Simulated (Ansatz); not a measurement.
# NH2Cl (triplet): one geometry, many settings at distance Cl1–H2 along a hydrogen transfer = 1.327 Å

Aim: run NH2Cl (triplet) at one geometry under a spread of methods and options, and see what each costs and gives.

Method: the settings change from run to run; program: Ansatz 0.2.0, Gaussian basis.

5 further runs of the same task are left out: 5 that didn't finish.

## 1. The system

The geometry derives from fragments relaxed apart (PBE0/def2-TZVP) and kept rigid, so it is no stationary point. A hydrogen atom is moved between rigid fragments.

4 atoms, charge 0, spin multiplicity 3.

Atoms are counted from 1 here; the program's logs count them from 0.

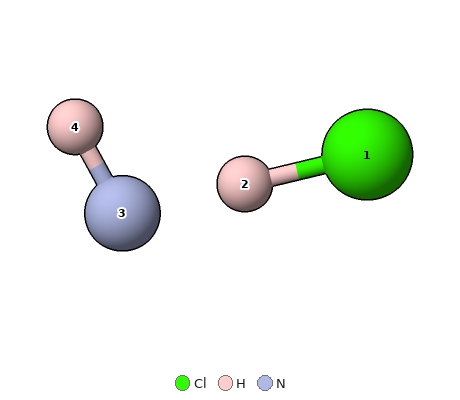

The geometry (chlorine green, hydrogen pink, nitrogen light blue); atoms are numbered from 1 in the order of the file.

## 2. BCCD on UHF/cc-pVDZ

File in.yaml:

```yaml
crystal:
  periodic: [false, false, false]
  atoms:
    - {symbol: Cl, position_ang: [-0.805092, 0.019664, 0.000000]}
    - {symbol: H, position_ang: [0.521908, 0.019664, 0.000000]}
    - {symbol: N, position_ang: [1.847908, 0.019664, 0.000000]}
    - {symbol: H, position_ang: [2.116989, -0.984563, 0.000000]}
basis:
  gaussian: {orbitals: cc-pVDZ}
magnetization: {spin_polarized: true, initial_magnetization: 2}
correlation: {method: bccd, electrons: outside_noble_gas}
scf: {lower_state_search: full}
```

Started as:

```
ansatz run in.yaml --threads 1 --pin off --events-out ev --progress --plain --max-ram 2393MiB
```

What it wrote (excerpt; [...] marks lines left out):

```text
Functional definition: HF
  name "HF"
  cite "Fock, Z. Phys. 61, 126 (1930) doi:10.1007/BF01340294"
  parent pbe
[...]
420 factors; integrals over basis functions are off by at most 1.3e-3 eV
[...]
mean field -14014.58205203 eV, -515.0263909872 hartree, gradient 4.2e-6 eV, S^2 2.023096; 3 other end points of the search recorded, 0 dependent functions left out
6 core orbitals not correlated: weight in the atoms' cores, before any rotation towards them, 1.000 or more for the frozen orbitals, at most 0.000 for the correlated occupied ones
reference -14014.58205203 eV, -515.0263909872 hartree; 8, 6 occupied and 28, 30 virtual orbitals, 420 factors
second order -7.17729385 eV of doubles, -0.00000000 eV of singles
cycle   1  -7.87025729 eV  change   -6.9e-1 eV  update   5.6e-2
[...]
cycle  13  -8.10206775 eV  change    1.3e-6 eV  update   1.2e-5
Total energy: -14022.68411978 eV, -515.3241364852 hartree
```

It took 1.4 s on 1 thread of Arm Neoverse V2, shared host.

From the report: ⟨S²⟩ of the determinant 2.023 (pure triplet: 2.00); correlation -8.1021 eV; largest double amplitude 0.04.

## 3. MP2 on UHF/6-31++G**

in.yaml: that of step 2 with these lines changed.

```diff
@@ -8,5 +8,6 @@
 basis:
-  gaussian: {orbitals: cc-pVDZ}
+  gaussian: {orbitals: "6-31++G**"}
 magnetization: {spin_polarized: true, initial_magnetization: 2}
-correlation: {method: bccd, electrons: outside_noble_gas}
-scf: {lower_state_search: full}
+hamiltonian: {pseudopotentials: {relativity: scalar}}
+correlation: {method: mp2, electrons: valence}
+output: {forces: true}
```

The command is unchanged.

What it wrote (excerpt; [...] marks lines left out):

```text
Functional definition: HF
  name "HF"
  cite "Fock, Z. Phys. 61, 126 (1930) doi:10.1007/BF01340294"
  parent pbe
[...]
489 factors; integrals over basis functions are off by at most 8.2e-4 eV
[...]
mean field -14048.61428141 eV, -516.2770523490 hartree, gradient 3.0e-6 eV, S^2 2.025028; 0 other end points of the search recorded, 0 dependent functions left out
6 core orbitals not correlated: weight in the atoms' cores, before any rotation towards them, 1.000 or more for the frozen orbitals, at most 0.000 for the correlated occupied ones
reference -14048.61428141 eV, -516.2770523490 hartree; 8, 6 occupied and 40, 42 virtual orbitals, 489 factors
second order -7.08871316 eV of doubles, -0.00000000 eV of singles
[...]
Total energy: -14055.70299456 eV, -516.5375577525 hartree
Relativity: scalar
Atom 0 at    -0.805092     0.019664     0.000000 Å, force    -1.246661    -0.206946     0.000000 eV/Å
Atom 1 at     0.521908     0.019664     0.000000 Å, force    -0.591553     0.561454    -0.000000 eV/Å
Atom 2 at     1.847908     0.019664     0.000000 Å, force     1.706276    -0.588507     0.000000 eV/Å
Atom 3 at     2.116989    -0.984563     0.000000 Å, force     0.131938     0.234000    -0.000000 eV/Å
Dipole moment:     0.572011    -0.331157     0.000000 e Å
```

Run time: 0.91 s. Hardware: 1 thread of Arm Neoverse V2, shared host.

From the report: ⟨S²⟩ of the determinant 2.025 (pure triplet: 2.00).

## 4. MP2 on ROHF/cc-pVDZ

File in.yaml:

```yaml
crystal:
  periodic: [false, false, false]
  atoms:
    - {symbol: Cl, position_ang: [-0.805092, 0.019664, 0.000000]}
    - {symbol: H, position_ang: [0.521908, 0.019664, 0.000000]}
    - {symbol: N, position_ang: [1.847908, 0.019664, 0.000000]}
    - {symbol: H, position_ang: [2.116989, -0.984563, 0.000000]}
basis:
  gaussian: {orbitals: cc-pVDZ}
magnetization: {spin_polarized: false, initial_magnetization: 2}
correlation: {method: mp2, electrons: outside_noble_gas}
output: {forces: true}
```

Launched as before.

What it wrote (excerpt; [...] marks lines left out):

```text
Functional definition: HF
  name "HF"
  cite "Fock, Z. Phys. 61, 126 (1930) doi:10.1007/BF01340294"
  parent pbe
[...]
420 factors; integrals over basis functions are off by at most 1.3e-3 eV
[...]
mean field -14014.33700140 eV, -515.0173855428 hartree, gradient 2.8e-6 eV, S^2 2.000000; 1 other end points of the search recorded, 0 dependent functions left out
[...]
6 core orbitals not correlated: weight in the atoms' cores, before any rotation towards them, 1.000 or more for the frozen orbitals, at most 0.000 for the correlated occupied ones
reference -14014.33700140 eV, -515.0173855428 hartree; 8, 6 occupied and 28, 30 virtual orbitals, 420 factors
second order -7.27526824 eV of doubles, -0.13859977 eV of singles
[...]
Total energy: -14021.75086940 eV, -515.2898401665 hartree
Atom 0 at    -0.805092     0.019664     0.000000 Å, force    -1.468592    -0.244048     0.000000 eV/Å
Atom 1 at     0.521908     0.019664     0.000000 Å, force    -0.428198     0.558790    -0.000000 eV/Å
Atom 2 at     1.847908     0.019664     0.000000 Å, force     1.761896    -0.158776     0.000000 eV/Å
Atom 3 at     2.116989    -0.984563     0.000000 Å, force     0.134894    -0.155966     0.000000 eV/Å
Dipole moment:     0.595288    -0.308236     0.000000 e Å
```

It took 0.72 s on 1 thread of Arm Neoverse V2, shared host.

## 5. BCCD(T) on UHF/cc-pVDZ

in.yaml: that of step 4 with these lines changed.

```diff
@@ -9,4 +9,3 @@
   gaussian: {orbitals: cc-pVDZ}
-magnetization: {spin_polarized: false, initial_magnetization: 2}
-correlation: {method: mp2, electrons: outside_noble_gas}
-output: {forces: true}
+magnetization: {spin_polarized: true, initial_magnetization: 2}
+correlation: {method: bccd_t, electrons: outside_noble_gas}
```

Same command.

What it wrote (excerpt; [...] marks lines left out):

```text
Functional definition: HF
  name "HF"
  cite "Fock, Z. Phys. 61, 126 (1930) doi:10.1007/BF01340294"
  parent pbe
[...]
420 factors; integrals over basis functions are off by at most 1.3e-3 eV
[...]
mean field -14014.58205203 eV, -515.0263909872 hartree, gradient 4.2e-6 eV, S^2 2.023096; 1 other end points of the search recorded, 0 dependent functions left out
6 core orbitals not correlated: weight in the atoms' cores, before any rotation towards them, 1.000 or more for the frozen orbitals, at most 0.000 for the correlated occupied ones
reference -14014.58205203 eV, -515.0263909872 hartree; 8, 6 occupied and 28, 30 virtual orbitals, 420 factors
second order -7.17729385 eV of doubles, -0.00000000 eV of singles
cycle   1  -7.87025729 eV  change   -6.9e-1 eV  update   5.6e-2
[...]
cycle  13  -8.10206775 eV  change    1.3e-6 eV  update   1.2e-5
perturbative correction -0.16048326 eV, -0.0058976510 hartree
Total energy: -14022.84460304 eV, -515.3300341362 hartree
```

It took 1.5 s on 1 thread of Arm Neoverse V2, shared host.

From the report: ⟨S²⟩ of the determinant 2.023 (pure triplet: 2.00); correlation -8.2626 eV; largest double amplitude 0.04.

## 6. MP2 on UHF/cc-pVDZ

in.yaml: that of step 5 with these lines changed.

```diff
@@ -10,2 +10,3 @@
 magnetization: {spin_polarized: true, initial_magnetization: 2}
-correlation: {method: bccd_t, electrons: outside_noble_gas}
+correlation: {method: mp2, electrons: valence}
+output: {forces: true}
```

The command is unchanged.

What it wrote (excerpt; [...] marks lines left out):

```text
Functional definition: HF
  name "HF"
  cite "Fock, Z. Phys. 61, 126 (1930) doi:10.1007/BF01340294"
  parent pbe
[...]
420 factors; integrals over basis functions are off by at most 1.3e-3 eV
[...]
mean field -14014.58205203 eV, -515.0263909872 hartree, gradient 4.2e-6 eV, S^2 2.023096; 1 other end points of the search recorded, 0 dependent functions left out
6 core orbitals not correlated: weight in the atoms' cores, before any rotation towards them, 1.000 or more for the frozen orbitals, at most 0.000 for the correlated occupied ones
reference -14014.58205203 eV, -515.0263909872 hartree; 8, 6 occupied and 28, 30 virtual orbitals, 420 factors
second order -7.17729385 eV of doubles, -0.00000000 eV of singles
[...]
Total energy: -14021.75934588 eV, -515.2901516711 hartree
Atom 0 at    -0.805092     0.019664     0.000000 Å, force    -1.541261    -0.246266    -0.000000 eV/Å
Atom 1 at     0.521908     0.019664     0.000000 Å, force    -0.346386     0.575342     0.000000 eV/Å
Atom 2 at     1.847908     0.019664     0.000000 Å, force     1.733693    -0.161678    -0.000000 eV/Å
Atom 3 at     2.116989    -0.984563     0.000000 Å, force     0.153954    -0.167399     0.000000 eV/Å
Dipole moment:     0.594914    -0.306683     0.000000 e Å
```

It took 0.55 s on 1 thread of Arm Neoverse V2, shared host.

From the report: ⟨S²⟩ of the determinant 2.023 (pure triplet: 2.00).

## 7. CCSD(T) on UHF/6-31++G**

in.yaml: that of step 6 with these lines changed.

```diff
@@ -8,5 +8,5 @@
 basis:
-  gaussian: {orbitals: cc-pVDZ}
+  gaussian: {orbitals: "6-31++G**", point_charges: [{charge: -1.00, position_ang: [4.864, 0.309, -0.933]}]}
 magnetization: {spin_polarized: true, initial_magnetization: 2}
-correlation: {method: mp2, electrons: valence}
+correlation: {method: ccsd_t, electrons: outside_noble_gas}
 output: {forces: true}
```

Launched as before.

What it wrote (excerpt; [...] marks lines left out):

```text
Functional definition: HF
  name "HF"
  cite "Fock, Z. Phys. 61, 126 (1930) doi:10.1007/BF01340294"
  parent pbe
[...]
489 factors; integrals over basis functions are off by at most 8.2e-4 eV
[...]
mean field -14014.45041698 eV, -515.0215534883 hartree, gradient 3.4e-6 eV, S^2 2.020196; 1 other end points of the search recorded, 0 dependent functions left out
6 core orbitals not correlated: weight in the atoms' cores, before any rotation towards them, 1.000 or more for the frozen orbitals, at most 0.000 for the correlated occupied ones
reference -14014.45041698 eV, -515.0215534883 hartree; 8, 6 occupied and 40, 42 virtual orbitals, 489 factors
second order -7.03252502 eV of doubles, -0.00000000 eV of singles
cycle   1  -7.69790191 eV  change   -6.7e-1 eV  update   5.6e-2
[...]
cycle  15  -7.95440628 eV  change    4.7e-7 eV  update   1.5e-6
perturbative correction -0.16729353 eV, -0.0061479237 hartree
[...]
Total energy: -14022.57211678 eV, -515.3200204509 hartree
Atom 0 at    -0.805092     0.019664     0.000000 Å, force    -1.929271    -0.228228     0.014228 eV/Å
Atom 1 at     0.521908     0.019664     0.000000 Å, force     0.089273     0.672896    -0.011956 eV/Å
Atom 2 at     1.847908     0.019664     0.000000 Å, force     1.417113    -0.491523     0.033810 eV/Å
Atom 3 at     2.116989    -0.984563     0.000000 Å, force     0.679717     0.222587    -0.134818 eV/Å
Dipole moment:     0.847251    -0.307341    -0.027995 e Å
```

Run time: 7.5 s. Hardware: 1 thread of Arm Neoverse V2, shared host.

From the report: ⟨S²⟩ of the determinant 2.020 (pure triplet: 2.00); correlation -8.1217 eV; T1 0.015; largest double amplitude 0.03.

## 8. The runs in one table

Where basis and cores are those of an earlier UCCSDT(Q)/cc-pVDZ run (-14022.8766 eV), and the state is the same kind, the miss against it is given.

```csv
level,correlated,functions,energy (eV),from UCCSDT(Q) (meV),time
BCCD on UHF/cc-pVDZ,outside noble gas,42,-14022.6841,192.5,1.4 s
MP2 on UHF/6-31++G** (relativity set),valence,54,-14055.7030,,0.91 s
MP2 on ROHF/cc-pVDZ,outside noble gas,42,-14021.7509,1125.7,0.72 s
BCCD(T) on UHF/cc-pVDZ,outside noble gas,42,-14022.8446,32.0,1.5 s
MP2 on UHF/cc-pVDZ,valence,42,-14021.7593,1117.2,0.55 s
CCSD(T) on UHF/6-31++G** (beside a point charge),outside noble gas,54,-14022.5721,,7.5 s
```

## 9. Summary of results

| quantity | value |
| --- | --- |
| runs | 6 |
| quickest | MP2 on UHF/cc-pVDZ, 0.55 s |
| slowest | CCSD(T) on UHF/6-31++G** (beside a point charge), 7.5 s |

What this shows: Total energies in different bases, with other cores or another treatment of relativity can't be set against each other. CCSD(T) on UHF/6-31++G** (beside a point charge) took 14 times as long as MP2 on UHF/cc-pVDZ; the jobs differ in more than the method. Among the correlated runs with a miss given, it spans +32 to +1126 meV.
